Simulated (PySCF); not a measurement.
# Beryllium: the same states on changed settings

These states were run before on sound settings. What differs here: basis STO-3G, unsound on purpose. What does it move?

Method: unrestricted determinants in a Gaussian basis, no spin-orbit coupling in the energies. Code: PySCF 2.14.0.

## (1) What is computed

| Item | Value |
| --- | --- |
| Element | beryllium (Z = 4) |
| Basis | STO-3G |
| Hamiltonian | the non-relativistic Hamiltonian (point nucleus) |
| State 1 | Be: [He] 2s2, closed-shell 1S |
| State 2 | Be+: [He] 2s1, 2S determinant |
| Methods | UHF, PBE0, BP86, MP2, CCSD(T) |
| Core shells frozen in the correlated runs | valence: 1s2 (for Be) |

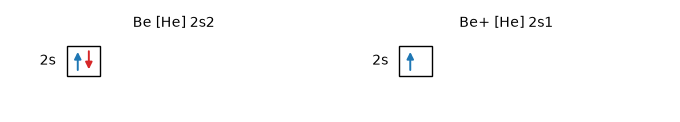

Occupation of the outer shells (arrows by Hund's rule).

The sound run (aug-cc-pVDZ, no relativity, point nucleus, symmetry-adapted start, fine grid, valence correlation) gave:

| species | method | energy (hartree) |
| --- | --- | --- |
| Be | UHF | -14.57238 |
| Be | PBE0 | -14.63516 |
| Be | BP86 | -14.65742 |
| Be | MP2 (valence) | -14.59815 |
| Be | CCSD(T) (valence) | -14.61690 |
| Be+ | UHF | -14.27563 |
| Be+ | PBE0 | -14.30398 |
| Be+ | BP86 | -14.32116 |

The runs were made by one driver on top of PySCF. The scripts below sum up each run's settings (the driver also hands on starting orbitals that pick excited configurations, and frozen orbitals as a list rather than a count), and the logs come from the driver's own runs. The driver starts from symmetry-adapted Hartree-Fock orbitals, holds the occupation by maximum overlap and uses a logarithmic radial grid for functionals, so a plain start would take other cycles.

The driver's launch:

```bash
> OMP_NUM_THREADS=1 python atomrun2.py TASK.json OUT
```

The integrals over 5 functions and the set-up took 0.02 s of CPU time.

## (2) Changed run, Be

#### UHF

Input file input.py:

```python
from pyscf import gto, scf, dft, mp, cc
import basis_set_exchange as bse
mol = gto.M(atom="Be 0 0 0", charge=0, spin=0, symmetry="D2h",
            basis=gto.basis.parse(bse.get_basis("STO-3G", elements=["Be"], fmt="nwchem", header=False)))
mf = scf.UHF(mol)
mf.irrep_nelec = {'Ag': (2, 2)}
mf.kernel()
```

The program printed:

```text
damping factor = 0
level_shift factor = 0
DIIS = <class 'pyscf.scf.diis.CDIIS'>
diis_start_cycle = 1
diis_space = 10
diis_damp = 0
SCF conv_tol = 1e-09
SCF conv_tol_grad = None
number electrons alpha = 2  beta = 2
cycle= 1 E= -14.3518804007  delta_E=    0  |g|=    0  |ddm|= 1.11e-16
converged SCF energy = -14.3518804007  <S^2> = 2.220446e-16  2S+1 = 1
```

It took 0.03 s on 1 thread of Neoverse-N1, shared host, the integrals not counted.

The occupied shells:

| shell | electrons | mean orbital energy (eV) | spread (eV) | rms radius (bohr) |
| --- | --- | --- | --- | --- |
| 1s | 2 | -122.02 | 0 | 0.482 |
| 2s | 2 | -6.913 | 0 | 2.44 |

⟨S²⟩ = 0.000, ⟨L²⟩ = 0.00.

#### PBE0

input.py, as changed from the run before:

```diff
@@ -4,3 +4,3 @@
             basis=gto.basis.parse(bse.get_basis("STO-3G", elements=["Be"], fmt="nwchem", header=False)))
-mf = scf.UHF(mol)
+mf = dft.UKS(mol, xc="PBE0")
 mf.irrep_nelec = {'Ag': (2, 2)}
```

The program printed:

```text
damping factor = 0
level_shift factor = 0
DIIS = <class 'pyscf.scf.diis.CDIIS'>
diis_start_cycle = 1
diis_space = 10
diis_damp = 0
SCF conv_tol = 1e-09
SCF conv_tol_grad = None
number electrons alpha = 2  beta = 2
XC functionals = PBE0
    C. Adamo and V. Barone.,  J. Chem. Phys. 110, 6158 (1999)
    M. Ernzerhof and G. E. Scuseria.,  J. Chem. Phys. 110, 5029 (1999)
cycle= 1 E= -14.4151924448528  delta_E= -3.55e-15  |g|=    0  |ddm|= 1.05e-15
converged SCF energy = -14.4151924448528  <S^2> = 1.7763568e-15  2S+1 = 1
```

Time after the integrals: 0.02 s (1 thread of Neoverse-N1, shared host).

#### BP86

input.py, as changed from the run before:

```diff
@@ -4,3 +4,3 @@
             basis=gto.basis.parse(bse.get_basis("STO-3G", elements=["Be"], fmt="nwchem", header=False)))
-mf = dft.UKS(mol, xc="PBE0")
+mf = dft.UKS(mol, xc="B88,P86")
 mf.irrep_nelec = {'Ag': (2, 2)}
```

The program printed:

```text
damping factor = 0
level_shift factor = 0
DIIS = <class 'pyscf.scf.diis.CDIIS'>
diis_start_cycle = 1
diis_space = 10
diis_damp = 0
SCF conv_tol = 1e-09
SCF conv_tol_grad = None
number electrons alpha = 2  beta = 2
XC functionals = B88,P86
    A. D. Becke.,  Phys. Rev. A 38, 3098 (1988)
    J. P. Perdew.,  Phys. Rev. B 33, 8822 (1986)
cycle= 1 E= -14.4361074704911  delta_E= -3.55e-15  |g|=    0  |ddm|= 6.66e-16
converged SCF energy = -14.4361074704911  <S^2> = 8.8817842e-16  2S+1 = 1
```

Time after the integrals: 0.02 s (1 thread of Neoverse-N1, shared host).

#### MP2 (valence)

input.py, as changed from the run before:

```diff
@@ -4,4 +4,5 @@
             basis=gto.basis.parse(bse.get_basis("STO-3G", elements=["Be"], fmt="nwchem", header=False)))
-mf = dft.UKS(mol, xc="B88,P86")
+mf = scf.UHF(mol)
 mf.irrep_nelec = {'Ag': (2, 2)}
 mf.kernel()
+mp.UMP2(mf, frozen=1).kernel()
```

The driver printed no log here.

It took 0.01 s on 1 thread of Neoverse-N1, shared host, the integrals not counted.

With 2 electrons correlated, the MP2 correlation energy is -0.02379 hartree (0.00000 same spin, -0.02379 opposite spin); the SCS form gives -0.02855. Largest pairs of shells: 2s-2s -0.0238.

#### CCSD(T) (valence)

input.py, as changed from the run before:

```diff
@@ -7,2 +7,3 @@
 mf.kernel()
-mp.UMP2(mf, frozen=1).kernel()
+mycc = cc.CCSD(mf, frozen=1).run()
+mycc.ccsd_t()
```

The program printed:

```text
CC2 = 0
CCSD nocc = 1, nmo = 4
frozen orbitals [0]
max_cycle = 100
direct = 0
conv_tol = 1e-08
conv_tol_normt = 1e-06
diis_space = 8
diis_start_cycle = 0
Init t2, MP2 energy = -14.3756714724224  E_corr(MP2) -0.0237910717223407
Init E_corr(CCSD) = -0.0237910717223407
cycle = 1  E_corr(CCSD) = -0.0372729225750171  dE = -0.0134818509  norm(t1,t2) = 0.0896653
cycle = 2  E_corr(CCSD) = -0.0443839579959495  dE = -0.00711103542  norm(t1,t2) = 0.0472942
cycle = 3  E_corr(CCSD) = -0.0516613635722274  dE = -0.00727740558  norm(t1,t2) = 0.0239205
cycle = 4  E_corr(CCSD) = -0.0514770297653963  dE = 0.000184333807  norm(t1,t2) = 0.000732872
cycle = 5  E_corr(CCSD) = -0.0514637037144026  dE = 1.3326051e-05  norm(t1,t2) = 9.92608e-05
cycle = 6  E_corr(CCSD) = -0.0514587579855589  dE = 4.94572884e-06  norm(t1,t2) = 5.34735e-05
cycle = 7  E_corr(CCSD) = -0.051456183035087  dE = 2.57495047e-06  norm(t1,t2) = 3.6481e-05
cycle = 8  E_corr(CCSD) = -0.0514546057740492  dE = 1.57726104e-06  norm(t1,t2) = 2.76342e-05
cycle = 9  E_corr(CCSD) = -0.0514535413977999  dE = 1.06437625e-06  norm(t1,t2) = 2.22152e-05
cycle = 10  E_corr(CCSD) = -0.0514475181780518  dE = 6.02321975e-06  norm(t1,t2) = 1.85583e-05
cycle = 11  E_corr(CCSD) = -0.0514481439508495  dE = -6.25772798e-07  norm(t1,t2) = 2.13534e-06
cycle = 12  E_corr(CCSD) = -0.0514481399017325  dE = 4.04911697e-09  norm(t1,t2) = 1.45674e-08
CCSD converged
E(CCSD) = -14.40332854060175  E_corr = -0.05144813990173253
```

Time after the integrals: 0.06 s (1 thread of Neoverse-N1, shared host).

CCSD correlation -0.05145 hartree, triples 0.00000; total -14.403329. T1 = 0.000, largest double amplitude 0.198. With two correlated electrons the triples vanish and CCSD is exact in this space.

A double-excitation amplitude exceeds 0.15, a sign of near-degeneracy.

## (3) Changed run, Be+

#### UHF

Input file input.py:

```python
from pyscf import gto, scf, dft, mp, cc
import basis_set_exchange as bse
mol = gto.M(atom="Be 0 0 0", charge=1, spin=1, symmetry="D2h",
            basis=gto.basis.parse(bse.get_basis("STO-3G", elements=["Be"], fmt="nwchem", header=False)))
mf = scf.UHF(mol)
mf.irrep_nelec = {'Ag': (2, 1)}
mf.kernel()
```

The program printed:

```text
damping factor = 0
level_shift factor = 0
DIIS = <class 'pyscf.scf.diis.CDIIS'>
diis_start_cycle = 1
diis_space = 10
diis_damp = 0
SCF conv_tol = 1e-09
SCF conv_tol_grad = None
number electrons alpha = 2  beta = 1
cycle= 1 E= -14.0978427766977  delta_E= -3.55e-15  |g|= 2.22e-16  |ddm|= 5.09e-16
converged SCF energy = -14.0978427766977  <S^2> = 0.75  2S+1 = 2
```

Time after the integrals: 0.04 s (1 thread of Neoverse-N1, shared host).

Orbital energies by shell (radii are means over both spins):

| shell | electrons | mean orbital energy (eV) | spread (eV) | rms radius (bohr) |
| --- | --- | --- | --- | --- |
| 1s α | 1 | -137.56 | 0 | 0.481 |
| 1s β | 1 | -136.35 | 0 | 0.481 |
| 2s α | 1 | -17.909 | 0 | 2.44 |

⟨S²⟩ = 0.750, ⟨L²⟩ = 0.00.

#### PBE0

input.py, as changed from the run before:

```diff
@@ -4,3 +4,3 @@
             basis=gto.basis.parse(bse.get_basis("STO-3G", elements=["Be"], fmt="nwchem", header=False)))
-mf = scf.UHF(mol)
+mf = dft.UKS(mol, xc="PBE0")
 mf.irrep_nelec = {'Ag': (2, 1)}
```

The program printed:

```text
damping factor = 0
level_shift factor = 0
DIIS = <class 'pyscf.scf.diis.CDIIS'>
diis_start_cycle = 1
diis_space = 10
diis_damp = 0
SCF conv_tol = 1e-09
SCF conv_tol_grad = None
number electrons alpha = 2  beta = 1
XC functionals = PBE0
    C. Adamo and V. Barone.,  J. Chem. Phys. 110, 6158 (1999)
    M. Ernzerhof and G. E. Scuseria.,  J. Chem. Phys. 110, 5029 (1999)
cycle= 1 E= -14.1226450340652  delta_E= -0.000179  |g|= 0.000841  |ddm|= 0.0102
cycle= 2 E= -14.1226452144954  delta_E= -1.8e-07  |g|= 2.58e-05  |ddm|= 0.000324
cycle= 3 E= -14.1226452146646  delta_E= -1.69e-10  |g|= 8.77e-10  |ddm|= 1.02e-05
converged SCF energy = -14.1226452146646  <S^2> = 0.75  2S+1 = 2
```

It took 0.03 s on 1 thread of Neoverse-N1, shared host, the integrals not counted.

#### BP86

input.py, as changed from the run before:

```diff
@@ -4,3 +4,3 @@
             basis=gto.basis.parse(bse.get_basis("STO-3G", elements=["Be"], fmt="nwchem", header=False)))
-mf = dft.UKS(mol, xc="PBE0")
+mf = dft.UKS(mol, xc="B88,P86")
 mf.irrep_nelec = {'Ag': (2, 1)}
```

The program printed:

```text
damping factor = 0
level_shift factor = 0
DIIS = <class 'pyscf.scf.diis.CDIIS'>
diis_start_cycle = 1
diis_space = 10
diis_damp = 0
SCF conv_tol = 1e-09
SCF conv_tol_grad = None
number electrons alpha = 2  beta = 1
XC functionals = B88,P86
    A. D. Becke.,  Phys. Rev. A 38, 3098 (1988)
    J. P. Perdew.,  Phys. Rev. B 33, 8822 (1986)
cycle= 1 E= -14.1381625725237  delta_E= -0.000275  |g|= 0.000379  |ddm|= 0.0134
cycle= 2 E= -14.1381626101478  delta_E= -3.76e-08  |g|= 4.6e-06  |ddm|= 0.000156
cycle= 3 E= -14.1381626101534  delta_E= -5.54e-12  |g|= 2.32e-11  |ddm|= 1.88e-06
converged SCF energy = -14.1381626101534  <S^2> = 0.75  2S+1 = 2
```

Time after the integrals: 0.03 s (1 thread of Neoverse-N1, shared host).

## (4) Against the sound run

| species | method | converged | energy less sound run (eV) |
| --- | --- | --- | --- |
| Be | UHF | yes | +6.0001 |
| Be | PBE0 | yes | +5.9855 |
| Be | BP86 | yes | +6.0221 |
| Be | MP2 (valence) | yes | +6.0540 |
| Be | CCSD(T) (valence) | yes | +5.8116 |
| Be+ | UHF | yes | +4.8379 |
| Be+ | PBE0 | yes | +4.9344 |
| Be+ | BP86 | yes | +4.9797 |

Ionisation energy of Be:

| method | sound run (eV) | changed run (eV) | shift (eV) |
| --- | --- | --- | --- |
| UHF | 8.075 | 6.913 | -1.162 |
| PBE0 | 9.012 | 7.961 | -1.051 |
| BP86 | 9.150 | 8.107 | -1.042 |
| MP2 | 8.776 | 7.560 | -1.216 |
| SCS-MP2 | 8.916 | 7.690 | -1.227 |
| CCSD | 9.286 | 8.313 | -0.974 |
| CCSD(T) | 9.286 | 8.313 | -0.974 |
| CCSDT | 9.286 | 8.313 | -0.974 |
| FCI | 9.286 | 8.313 | -0.974 |

## (5) What came out

| quantity | value |
| --- | --- |
| change | basis STO-3G |
| runs converged | 8 of 8 |
| largest shift of a converged total energy | 6.05 eV |
| largest shift of the ionisation energy | -1.227 eV (SCS-MP2) |

**Reading.** The ionisation energy moves by up to 1.23 eV, at SCS-MP2. A minimal basis describes the outer orbitals poorly and treats the two species unevenly. The setting is unsound on purpose, so these numbers are no properties of the atom.
